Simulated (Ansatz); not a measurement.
Input

```
crystal:
  periodic: [false, false, false]
  atoms:
    - { symbol: Al, position_ang: [-0.00526981, -0.00746846, -0.0029739] }
    - { symbol: Al, position_ang: [2.27995262, -0.02646188, -1.57137884] }
    - { symbol: Al, position_ang: [2.4142827, -0.00816857, 1.13226858] }
    - { symbol: Al, position_ang: [-2.4405138, 0.00545265, -1.13504185] }
    - { symbol: Al, position_ang: [-2.26579731, -0.00509554, 1.57371019] }
    - { symbol: Al, position_ang: [-1.48894683, 2.32031372, -0.13123732] }
    - { symbol: Al, position_ang: [1.48852441, 2.32070998, 0.09307715] }
    - { symbol: Al, position_ang: [-1.49842488, -2.3248952, -0.13798977] }
    - { symbol: Al, position_ang: [1.46881307, -2.34023295, 0.11332413] }
    - { symbol: Al, position_ang: [-0.18041786, -1.62346574, 2.13104702] }
    - { symbol: Al, position_ang: [-0.1589194, 1.61504161, 2.12152481] }
    - { symbol: Al, position_ang: [0.16044988, -1.60530746, -2.14926701] }
    - { symbol: Al, position_ang: [0.17159381, 1.58013385, -2.14994688] }
total_charge: 1
basis:
  gaussian: { orbitals: def2-TZVP }
hamiltonian:
  xc: r2scan
output:
  orbitals: {}
```

Launched as:

```sh
ansatz run input.yaml --threads 4 --pin off --max-ram 11776MiB --backend cpu --events-out ev --progress --plain --runs-dir out
```

These are results of DFT r2SCAN, Gaussian basis def2-TZVP in Ansatz 0.2.0, not measurements.

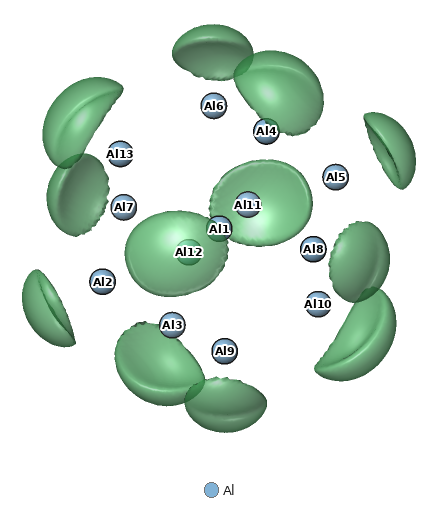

Al13 (charge +1). Isosurface of the electron localisation function at 0.85 (green), seen at a tilt. Core shells and regions of very low density are left out.

> Where are the electrons localised?

The surface consists of twelve lobes on Al, pointing away from the bonds (lone pairs). Along the contacts the grid gives the following. Al–Al (2.67 Å): the ELF peaks at about 0.60 between the atoms. Al–Al (2.71 Å): the ELF peaks at about 0.65 between the atoms.
